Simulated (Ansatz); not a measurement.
CH$_{3}$BrClSi (doublet)

```tsv
atom	x (Å)	y (Å)	z (Å)
C	-1.6379	1.3580	0.2162
Br	1.4634	1.1812	1.4129
Cl	-1.2133	-0.7504	2.5549
Si	-0.4389	0.1405	0.8662
H	-2.2804	1.9464	0.8728
H	-1.6933	1.5946	-0.8480
H	-0.0935	-0.9191	-0.1093
```

Geometry: PBE0-D3(BJ)/pcseg-1.

Theory: isolated molecule in a Gaussian basis; Kohn-Sham density functional theory, functional PBE0 in Ansatz.

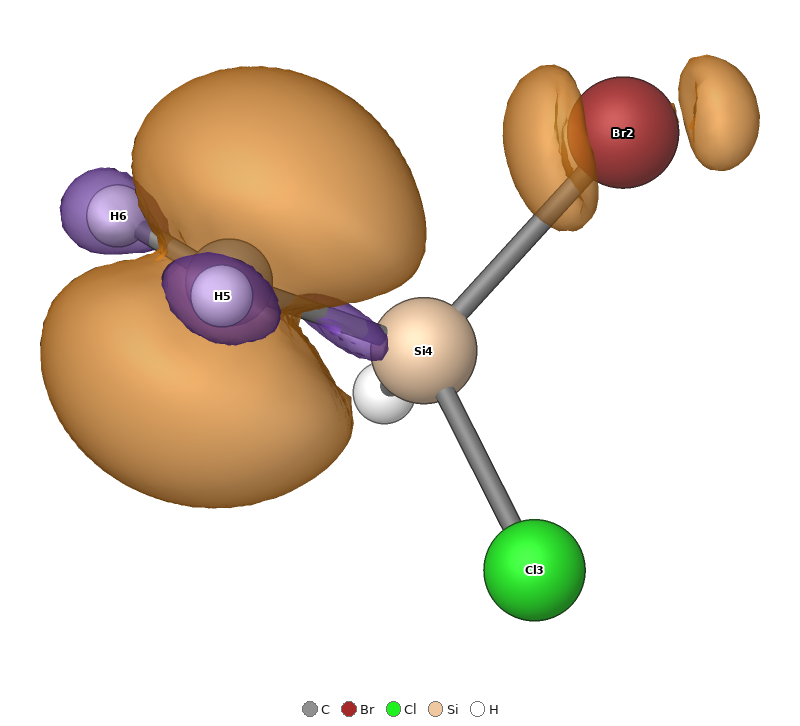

Figure 1. Isosurfaces of the spin density (α minus β) at +0.015 (orange) and −0.015 e/Å³ (purple), seen at a tilt.

Which atoms carry the spin?

Answer. The unpaired spin (1 electron) lies mostly on C1 (about 0.7) and Si4 (about 0.1), in electrons by Hirshfeld's partition.

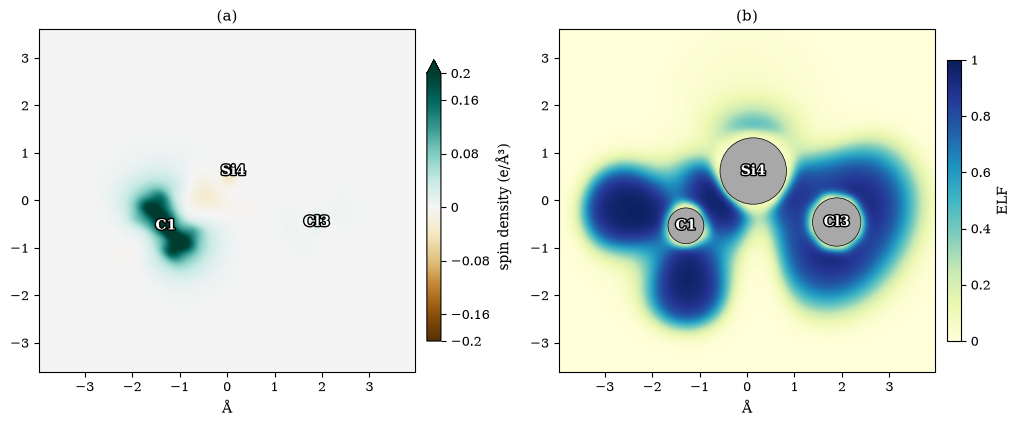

Figure 2. (a) spin density (α minus β); (b) ELF on the plane of atoms C1, Si4 and Cl3. Grey discs cover the atomic cores in the ELF map.

What does the map show?

Answer. The section cuts through C, Cl and Si sites. C–Si (1.83 Å): the ELF peaks at about 0.95 between the atoms, as expected for localised, covalent bonding. Si–Cl (2.06 Å): the ELF peaks at about 0.85 between the atoms; a shared but strongly polarised pair. The ELF also peaks beside Cl3, away from the bonds: non-bonding electrons, paired or unpaired.

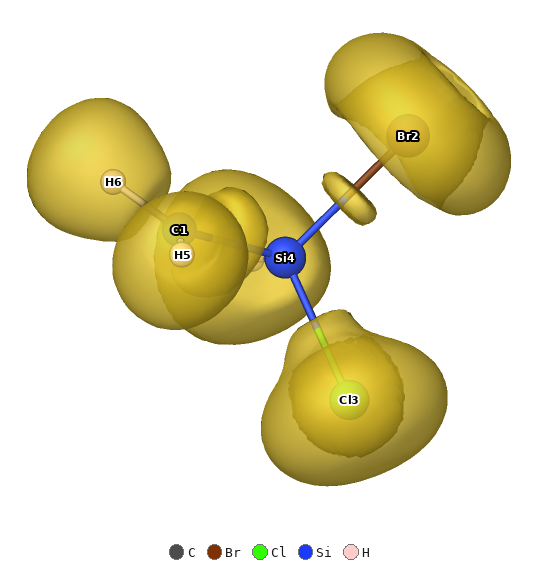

Figure 3. Isosurface of the ELF at 0.8 (yellow), seen at a tilt. Only the valence region is drawn (cores and ρ < 0.01 e/Å³ removed).

Describe the localisation domains.

Answer. The ELF exceeds this value in one region between bonded Br–Si atoms (shared pairs), one region between bonded C–Si atoms (shared pairs), three regions around hydrogen nuclei, one region on Cl in which the atom's valence shell and bonds are merged and one ring or bowl of non-bonding electrons around Br.
